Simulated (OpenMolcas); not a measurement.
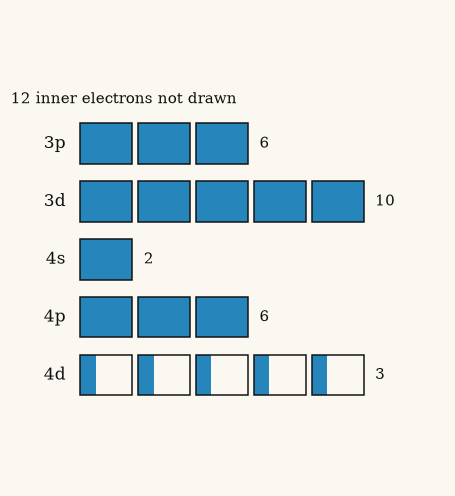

The outer shells of the leading configuration of the lowest level: a box for each of the 2l + 1 orbitals, shaded by the share of the shell that is filled, with the electron count at the right.

Mo³⁺ complex: multiconfigurational calculation (part 1 of 2)

System: Mo³⁺ with 6 ligands (Br; octahedron, 2.68 Å), neutralised by 6 outer point charges of +0.5 e, whose field is part of the energies.
Method: state-averaged CASSCF, active space 3 electrons in the shell 4d, basis ANO-RCC-VDZP on the metal and ANO-RCC-VDZP on the ligands, DKH2 scalar Hamiltonian, spin-orbit coupling by RASSI with atomic mean-field integrals (OpenMolcas).

## Key numbers

- outcome: converged
- energy of the lowest spin-free term: −19672.66825 hartree
- energy of the lowest spin-orbit level: −19672.66866 hartree
- largest spread among components of a term: 0.0 cm⁻¹
- hardware: 1 thread of Arm Neoverse V2, 24 GiB of memory available, shared host
- wall time: 71 s
- peak memory: 0.38 GiB

## Notes

Without dynamic correlation the splittings between terms come out too large, often by 20 to 50 %. To bear in mind: covalent bonds, ligand orbitals missing from the active space; distances are set from ionic radii, not optimised.

## The input
```
&GATEWAY
Coord
7

Mo 0.0 0.0 0.0
Br 2.680000 0.000000 0.000000
Br 0.000000 2.680000 0.000000
Br -2.680000 0.000000 0.000000
Br 0.000000 -2.680000 0.000000
Br 0.000000 0.000000 2.680000
Br 0.000000 0.000000 -2.680000
Basis=Mo.ANO-RCC-VDZP,Br.ANO-RCC-VDZP
Group=XYZ
NoMove
AngMom=0.0 0.0 0.0
AMFI
RICD
XField
3 Angstrom 0
5.880000 0.000000 0.000000 0.500000
0.000000 5.880000 0.000000 0.500000
0.000000 0.000000 5.880000 0.500000
&SEWARD
&RASSCF
FileOrb=start.orb
Symmetry=1
Spin=4
nActEl=3 0 0
Inactive=63 63
Ras2=5 0
CIRoot=10 10 1
SDav=10
CIMx=300
Iter=150 100
PrWF=0.3
OrbListing=Nothing
MaxOrb=0
LevShft=1.0
>>> COPY $Project.JobIph JOB001
&RASSCF
FileOrb=start.orb
Symmetry=1
Spin=2
nActEl=3 0 0
Inactive=63 63
Ras2=5 0
CIRoot=40 40 1
SDav=40
CIMx=300
Iter=150 100
PrWF=0.3
OrbListing=Nothing
MaxOrb=0
LevShft=1.0
>>> COPY $Project.JobIph JOB002
&RASSI
NrOfJobIphs=2 10 40
1 2 3 4 5 6 7 8 9 10
1 2 3 4 5 6 7 8 9 10 11 12 13 14 15 16 17 18 19 20 21 22 23 24 25 26 27
28 29 30 31 32 33 34 35 36 37 38 39 40
IphNames
JOB001
JOB002
EJob
SpinOrbit
DIPRint=1.0
SOCoupling=1000.0
Subsets=2
Property=9
'ANGMOM' 1 'ANGMOM' 2 'ANGMOM' 3 'MLTPL  1' 1 'MLTPL  1' 2 'MLTPL  1' 3
'AMFI' 1 'AMFI' 2 'AMFI' 3
SOProperty=3
'ANGMOM' 1 'ANGMOM' 2 'ANGMOM' 3
```

The file start.orb holds starting orbitals from an earlier step. A driver script formed the levels outside the program, from RASSI's spin-orbit matrix and the active-space energies, averaged over the components of each term or state.

Launched with:
```bash
OMP_NUM_THREADS=1 MOLCAS_MEM=2457 MOLCAS_PROJECT=a pymolcas a.inp > a.log  # once for each step of the input, in one work folder
```

## Output (extracts)
```
--- SEWARD ---
Basis set label: MO.ANO-RCC...6S5P3D1F.

      Electronic valence basis set:
      ------------------
      Associated Effective Charge  42.000000 au
      Associated Actual Charge     42.000000 au
      Nuclear Model: Point charge

      Shell  nPrim  nBasis  Cartesian Spherical Contaminant
         s      21       6        X
         p      18       5        X
         d      13       3                 X
         f       6       1                 X
                  Relativistic Douglas-Kroll-Hess integrals:
                    - DKH order of Hamiltonian: 2
                    - DKH order of Properties : 0
                  Atomic mean-field integrals
--- RASSCF ---
Wave function specifications:
      -----------------------------

      Number of closed shell electrons         252
      Number of electrons in active shells       3
      Max number of holes in RAS1 space          0
      Max nr of electrons in RAS3 space          0
      Number of inactive orbitals              126
      Number of active orbitals                  5
      Number of secondary orbitals              74
      Spin quantum number                      1.5
      State symmetry                             1
Orbital specifications:
      -----------------------

      Symmetry species                           1   2
                                                ag  au
      Frozen orbitals                            0   0
      Inactive orbitals                         63  63
      Active orbitals                            5   0
      RAS1 orbitals                              0   0
      RAS2 orbitals                              5   0
      RAS3 orbitals                              0   0
      Secondary orbitals                        34  40
      Deleted orbitals                           0   0
      Number of basis functions                102 103
      Number of CSFs                            10
      Number of root(s) required                10
      Iter CI   SX   CI       RASSCF       Energy    max ROT     max BLB   max BLB  Level Ln srch  Step   QN
          iter iter root      energy       change     param      element    value   shift minimum  type update
 Nr of preliminary CI iterations:   1
      Total energies have been shifted. Add               -19000.00 au
        1   1   16    0  -672.01267595    0.00E+00  -7.98E-02   16  71 2  1.73E-01*  1.05   0.00    SX    NO
        2   1   16    0  -672.41294851   -4.00E-01* -7.00E-02   58  66 1  1.15E-01*  0.86   0.00    SX    NO
        3   1   15    0  -672.52611278   -1.13E-01* -4.53E-02   58  66 1  7.15E-02*  0.76   0.00    SX    NO
        4   1   15    0  -672.55887914   -3.28E-02* -2.66E-02   58  66 1  4.25E-02*  0.75   0.00    SX    NO
        5   1   14    0  -672.56961651   -1.07E-02* -3.26E-02   58  66 1  2.69E-02*  0.76   2.44    LS   YES
        6   1   14    0  -672.57533322   -5.72E-03*  9.71E-03   16  71 2 -7.39E-03*  0.77   1.18    QN   YES
        7   1   13    0  -672.57640670   -1.07E-03*  6.24E-03   16  71 2 -4.17E-03*  0.77   1.67    LS   YES
        8   1   13    0  -672.57660986   -2.03E-04*  1.21E-03    8  75 2 -4.59E-03*  0.76   1.04    QN   YES
        9   1   12    0  -672.57675413   -1.44E-04*  5.96E-04   16  69 1 -1.61E-03*  0.76   1.50    LS   YES
       10   1   11    0  -672.57677197   -1.78E-05* -6.20E-04    9  76 2  2.05E-03*  0.76   1.01    QN   YES
       11   1   11    0  -672.57678681   -1.48E-05* -5.25E-04    9  76 2  6.67E-04*  0.76   1.85    LS   YES
       12   1   11    0  -672.57679078   -3.97E-06*  3.74E-04    6  72 1 -9.72E-04*  0.76   1.00    QN   YES
       13   1   10    0  -672.57679280   -2.02E-06* -1.42E-04   19  64 1  1.38E-04*  0.76   1.37    QN   YES
       14   1    9    0  -672.57679328   -4.76E-07*  8.45E-05    6  72 1  1.08E-04*  0.76   1.32    QN   YES
       15   1    7    0  -672.57679336   -8.44E-08*  4.71E-05    6  72 1  4.66E-05   0.76   1.37    QN   YES
       16   1    7    0  -672.57679338   -1.98E-08*  2.52E-05   16  71 2  1.76E-05   0.76   1.64    QN   YES
       17   1    6    0  -672.57679339   -5.42E-09   1.06E-05    8  74 1 -1.19E-05   0.76   2.50    QN   YES
      Convergence after 17 iterations
       18   1    6    0  -672.57679339   -1.75E-09   1.06E-05    8  74 1 -5.80E-06   0.76   2.50    QN   YES
      Natural orbitals and occupation numbers for root  1
      sym 1:   1.000000   1.000000   0.000000   1.000000   0.000000
      Natural orbitals and occupation numbers for root  2
      sym 1:   0.000083   1.000000   0.000083   0.999917   0.999917
      Natural orbitals and occupation numbers for root  3
      sym 1:   0.999855   1.000000   0.999855   0.000145   0.000145
::    RASSCF root number  1 Total energy: -19672.66825376
::    RASSCF root number  2 Total energy: -19672.60350915
::    RASSCF root number  3 Total energy: -19672.60350915
::    RASSCF root number  4 Total energy: -19672.60350915
::    RASSCF root number  5 Total energy: -19672.57513861
::    RASSCF root number  6 Total energy: -19672.57513861
::    RASSCF root number  7 Total energy: -19672.57513861
::    RASSCF root number  8 Total energy: -19672.52124562
::    RASSCF root number  9 Total energy: -19672.52124562
::    RASSCF root number 10 Total energy: -19672.52124562
--- RASSCF ---
Wave function specifications:
      -----------------------------

      Number of closed shell electrons         252
      Number of electrons in active shells       3
      Max number of holes in RAS1 space          0
      Max nr of electrons in RAS3 space          0
      Number of inactive orbitals              126
      Number of active orbitals                  5
      Number of secondary orbitals              74
      Spin quantum number                      0.5
      State symmetry                             1
Orbital specifications:
      -----------------------

      Symmetry species                           1   2
                                                ag  au
      Frozen orbitals                            0   0
      Inactive orbitals                         63  63
      Active orbitals                            5   0
      RAS1 orbitals                              0   0
      RAS2 orbitals                              5   0
      RAS3 orbitals                              0   0
      Secondary orbitals                        34  40
      Deleted orbitals                           0   0
      Number of basis functions                102 103
      Number of CSFs                            40
      Number of root(s) required                40
      Iter CI   SX   CI       RASSCF       Energy    max ROT     max BLB   max BLB  Level Ln srch  Step   QN
          iter iter root      energy       change     param      element    value   shift minimum  type update
 Nr of preliminary CI iterations:   1
      Total energies have been shifted. Add               -19000.00 au
        1   1    9    0  -672.50866378    0.00E+00  -8.93E-03   67  73 1 -8.62E-03*  0.74   0.00    SX    NO
        2   1    9    0  -672.50941343   -7.50E-04*  4.11E-03   56  68 1 -5.31E-03*  0.74   0.00    SX    NO
        3   1    8    0  -672.50968850   -2.75E-04*  2.49E-03   56  68 1 -3.49E-03*  0.74   0.00    SX    NO
        4   1    8    0  -672.50980174   -1.13E-04*  1.50E-03   56  68 1 -2.42E-03*  0.74   0.00    SX    NO
        5   1    8    0  -672.50985078   -4.90E-05*  2.22E-03   56  68 1 -1.64E-03*  0.74   2.50    LS   YES
        6   1    7    0  -672.50988708   -3.63E-05*  8.50E-04   56  68 1 -4.85E-04*  0.74   1.34    QN   YES
        7   1    7    0  -672.50989075   -3.67E-06*  1.53E-04   55  69 1 -3.12E-04*  0.74   1.16    QN   YES
        8   1    6    0  -672.50989122   -4.78E-07*  1.21E-04   55  69 1 -1.90E-04*  0.74   1.79    LS   YES
        9   1    6    0  -672.50989134   -1.14E-07*  9.52E-05   55  69 1 -9.33E-05   0.74   0.98    QN   YES
       10   1    5    0  -672.50989142   -7.93E-08* -4.66E-05   55  69 1 -5.01E-05   0.74   1.44    QN   YES
       11   1    5    0  -672.50989143   -1.46E-08*  1.69E-05   55  69 1 -1.79E-05   0.74   1.34    QN   YES
       12   1    4    0  -672.50989143   -2.26E-09  -2.54E-05   59  67 1 -9.42E-06   0.74   2.50    LS   YES
      Convergence after 12 iterations
       13   1    4    0  -672.50989143    5.93E-10  -2.54E-05   55  69 1  1.87E-05   0.74   2.50    LS   YES
      Natural orbitals and occupation numbers for root  1
      sym 1:   0.028724   0.969755   0.006307   0.991124   1.004090
      Natural orbitals and occupation numbers for root  2
      sym 1:   0.006307   1.006891   0.028724   0.985522   0.972556
      Natural orbitals and occupation numbers for root  3
      sym 1:   0.011365   0.998157   0.016383   0.995213   0.978882
::    RASSCF root number  1 Total energy: -19672.60649839
::    RASSCF root number  2 Total energy: -19672.60649839
::    RASSCF root number  3 Total energy: -19672.60385650
::    RASSCF root number  4 Total energy: -19672.60385650
::    RASSCF root number  5 Total energy: -19672.60385650
::    RASSCF root number  6 Total energy: -19672.57703361
::    RASSCF root number  7 Total energy: -19672.57703361
::    RASSCF root number  8 Total energy: -19672.57703361
::    RASSCF root number  9 Total energy: -19672.55366448
::    RASSCF root number 10 Total energy: -19672.54847999
::    RASSCF root number 11 Total energy: -19672.54847999
::    RASSCF root number 12 Total energy: -19672.54847999
::    RASSCF root number 13 Total energy: -19672.54350114
::    RASSCF root number 14 Total energy: -19672.54350114
::    RASSCF root number 15 Total energy: -19672.54350114
::    RASSCF root number 16 Total energy: -19672.53582883
::    RASSCF root number 17 Total energy: -19672.53582883
::    RASSCF root number 18 Total energy: -19672.52699425
::    RASSCF root number 19 Total energy: -19672.52699425
::    RASSCF root number 20 Total energy: -19672.52699425
::    RASSCF root number 21 Total energy: -19672.50279530
::    RASSCF root number 22 Total energy: -19672.50279530
::    RASSCF root number 23 Total energy: -19672.50279530
::    RASSCF root number 24 Total energy: -19672.49647026
::    RASSCF root number 25 Total energy: -19672.48306467
::    RASSCF root number 26 Total energy: -19672.48306467
::    RASSCF root number 27 Total energy: -19672.48306467
::    RASSCF root number 28 Total energy: -19672.47785346
::    RASSCF root number 29 Total energy: -19672.47785346
::    RASSCF root number 30 Total energy: -19672.47785346
```

(Continued in part 2.)
